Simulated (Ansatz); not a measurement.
System: a (111) slab cut from Cu (Fm-3m), of composition Cu6Cl (not the bulk's), ended by Cu planes, 14 atoms in the cell, the whole at its places in the relaxed adsorbed structure.

```
Cu Cl
1.0
     5.03937    0.00000    0.00000
    -2.51968    4.36422    0.00000
     0.00000    0.00000   22.11463
Cu Cl
12 2
Direct
  0.33333 0.16667 0.36175
  0.33333 0.66667 0.36175
  0.83333 0.16667 0.36175
  0.83333 0.66667 0.36175
  0.66679 0.33360 0.45497
  0.66832 0.83434 0.45799
  0.16601 0.33204 0.45800
  0.16601 0.83434 0.45798
  0.00677 0.50369 0.54963
  0.00016 0.00038 0.55371
  0.49690 0.50365 0.54964
  0.49685 0.99377 0.54959
  0.66678 0.33344 0.62713
  0.00009 0.00006 0.65274
```

Method: DFT PBE+D3(BJ), scalar-relativistic, plane waves, PAW, no spin polarisation, 4×4×1 k mesh, 420 eV cutoff, Gaussian smearing of 0.1 eV (Ansatz).

What does the potential across the slab give for the work function?

The work function is 6.70 eV at the right face and 4.95 eV at the left. The vacuum level is 1.74 eV higher at the right than at the left, so the slab carries a dipole along its normal; the ramp in the vacuum, at or near the edge of the plot, is the dipole correction that keeps each side flat. The outermost atoms are 6.4 Å apart, which leaves 15.7 Å of vacuum in a cell 22.1 Å high.

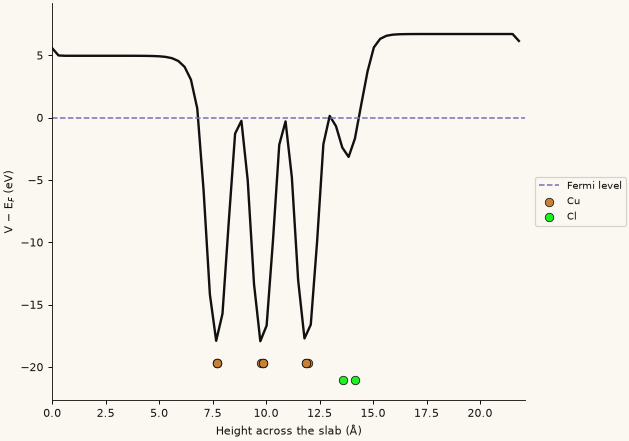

Plane-averaged electrostatic potential energy of an electron across the slab; circles at the bottom mark the heights of the atoms.
